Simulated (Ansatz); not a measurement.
**Run report: C3H11PSi, single-point calculation**

The run: single-point calculation of C3H11PSi, SMILES C[Si](C)(C)P. Method and program: RHF-d3bjatm/def2-mTZVP (Ansatz 0.2.0).

Some settings of this run were made unusual or wrong on purpose. The geometry comes from this level: PBE0-D4/def2-TZVP.

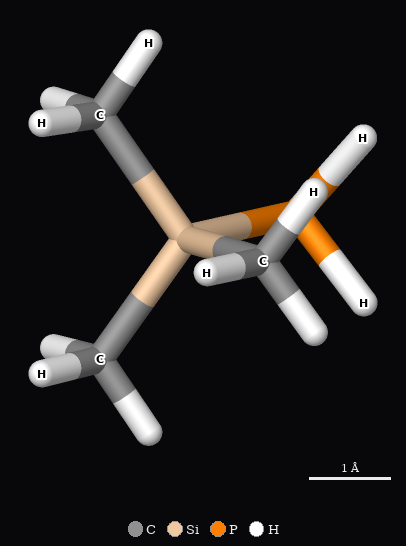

*The input geometry (stick view, seen at a tilt).*

Bond lengths as drawn: C–H 1.09 Å, C–Si 1.87 Å, H–P 1.42 Å and P–Si 2.27 Å.

### Input file
```yaml
crystal:
  periodic: [false, false, false]
  atoms:
    - {symbol: C, position_ang: [-0.512174, 0.777150, -1.490195]}
    - {symbol: Si, position_ang: [-0.009004, -0.037476, 0.120799]}
    - {symbol: C, position_ang: [1.567760, 0.742072, 0.767454]}
    - {symbol: C, position_ang: [0.236839, -1.876800, -0.140626]}
    - {symbol: P, position_ang: [-1.582666, 0.200276, 1.734325]}
    - {symbol: H, position_ang: [0.266009, 0.645749, -2.248396]}
    - {symbol: H, position_ang: [-1.437365, 0.344039, -1.877681]}
    - {symbol: H, position_ang: [-0.674097, 1.849172, -1.355008]}
    - {symbol: H, position_ang: [1.881175, 0.278469, 1.705835]}
    - {symbol: H, position_ang: [1.436605, 1.811996, 0.947783]}
    - {symbol: H, position_ang: [2.378941, 0.621900, 0.043462]}
    - {symbol: H, position_ang: [0.534729, -2.370799, 0.787240]}
    - {symbol: H, position_ang: [1.017590, -2.056989, -0.885308]}
    - {symbol: H, position_ang: [-0.680211, -2.353186, -0.496320]}
    - {symbol: H, position_ang: [-1.762716, 1.591239, 1.502611]}
    - {symbol: H, position_ang: [-2.661414, -0.166803, 0.884025]}
basis:
  gaussian: {orbitals: def2-mTZVP, nuclear_model: gaussian}
hamiltonian: {xc: {name: HF}}
correlation: {active_space: {window: {electrons: 2, orbitals: 1}}}
output: {forces: true}
```

Hardware: 4 threads of Arm Neoverse V2, 23 GiB of memory available, shared host.

Run as:
```bash
ansatz run in.yaml --threads 4 --pin off --events-out ev --progress --plain --max-ram 11315MiB
```

### The program's output
```
Functional definition: HF
  name "HF"
  cite "Fock, Z. Phys. 61, 126 (1930) doi:10.1007/BF01340294"
  parent pbe
  exchange = exact_x
  correlation = 0
1280 factors; integrals over basis functions are off by at most 1.1e-3 eV
mean field evaluation 1: about -20397.0073 eV, gradient 4.0e1 eV
mean field evaluation 2: about -20397.0095 eV, gradient 4.0e1 eV
mean field evaluation 4: about -20401.4944 eV, gradient 3.5e0 eV
mean field evaluation 8: about -20401.5544 eV, gradient 1.6e-4 eV
mean field -20401.55444681 eV, -749.7432972499 hartree, gradient 1.6e-6 eV, S^2 0.000000; 0 other end points of the search recorded, 0 dependent functions left out
reference -20401.55444681 eV, -749.7432972499 hartree; 29, 29 occupied and 105, 105 virtual orbitals, 1280 factors
state -20401.55444681 eV, -749.7432972499 hartree
the calculation of the forces begins
Total energy: -20401.55444681 eV, -749.7432972499 hartree
Atom 0 at    -0.512174     0.777150    -1.490195 Å, force    -0.150565     0.184693    -0.312272 eV/Å
Atom 1 at    -0.009004    -0.037476     0.120799 Å, force     0.116281    -0.101215     0.116607 eV/Å
Atom 2 at     1.567760     0.742072     0.767454 Å, force     0.346233     0.167190     0.106132 eV/Å
Atom 3 at     0.236839    -1.876800    -0.140626 Å, force     0.068607    -0.385579    -0.088402 eV/Å
Atom 4 at    -1.582666     0.200276     1.734325 Å, force    -0.442995     0.357213    -0.375132 eV/Å
Atom 5 at     0.266009     0.645749    -2.248396 Å, force    -0.243770     0.064844     0.170300 eV/Å
Atom 6 at    -1.437365     0.344039    -1.877681 Å, force     0.249408     0.160901     0.035063 eV/Å
Atom 7 at    -0.674097     1.849172    -1.355008 Å, force     0.029268    -0.274111    -0.116226 eV/Å
Atom 8 at     1.881175     0.278469     1.705835 Å, force    -0.027188     0.163268    -0.249968 eV/Å
Atom 9 at     1.436605     1.811996     0.947783 Å, force     0.109239    -0.270918    -0.026467 eV/Å
Atom 10 at     2.378941     0.621900     0.043462 Å, force    -0.159789     0.073662     0.242645 eV/Å
Atom 11 at     0.534729    -2.370799     0.787240 Å, force    -0.073857     0.072407    -0.281283 eV/Å
Atom 12 at     1.017590    -2.056989    -0.885308 Å, force    -0.215476    -0.036862     0.203754 eV/Å
Atom 13 at    -0.680211    -2.353186    -0.496320 Å, force     0.273860     0.054801     0.087002 eV/Å
Atom 14 at    -1.762716     1.591239     1.502611 Å, force     0.017643    -0.196032     0.213947 eV/Å
Atom 15 at    -2.661414    -0.166803     0.884025 Å, force     0.103101    -0.034262     0.274299 eV/Å
Dipole moment:     0.140601     0.033034    -0.297887 e Å
```

### Outcome

```csv
quantity,value
outcome,converged
total energy,−20401.5544 eV
SCF solution under orbital rotations,stable
largest force (length of the vector),0.682 eV/Å
dipole moment,1.59 D
wall time,1.6 s (CPU time 5.7 s)
peak memory,0.35 GiB
```

### What went wrong

A setting was made wrong on purpose: the active space doesn't fit the electrons and spin. The program still converged, but the numbers can't be taken as results for the intended system.
